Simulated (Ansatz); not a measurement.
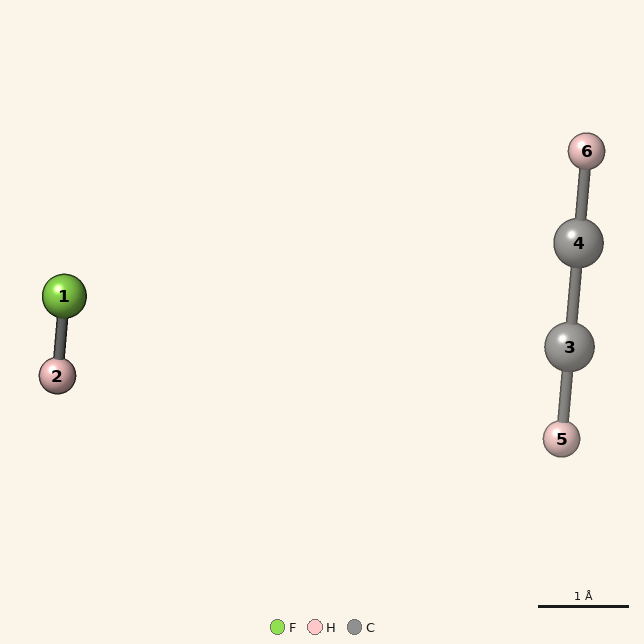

The picture comes from a calculation with Ansatz.

Orthographic view. Atoms fade into the background with distance from the viewer. The species has charge +1 and is a spin doublet. Geometry: a fixed input geometry, not necessarily a minimum.

List all interatomic distances (Å) as a matrix.

| atom | F1 | H2 | C3 | C4 | H5 | H6 |
| --- | --- | --- | --- | --- | --- | --- |
| F1 | 0.00 |  |  |  |  |  |
| H2 | 0.92 | 0.00 |  |  |  |  |
| C3 | 6.03 | 6.01 | 0.00 |  |  |  |
| C4 | 6.03 | 6.19 | 1.20 | 0.00 |  |  |
| H5 | 6.23 | 6.05 | 1.06 | 2.26 | 0.00 |  |
| H6 | 6.23 | 6.53 | 2.26 | 1.06 | 3.32 | 0.00 |
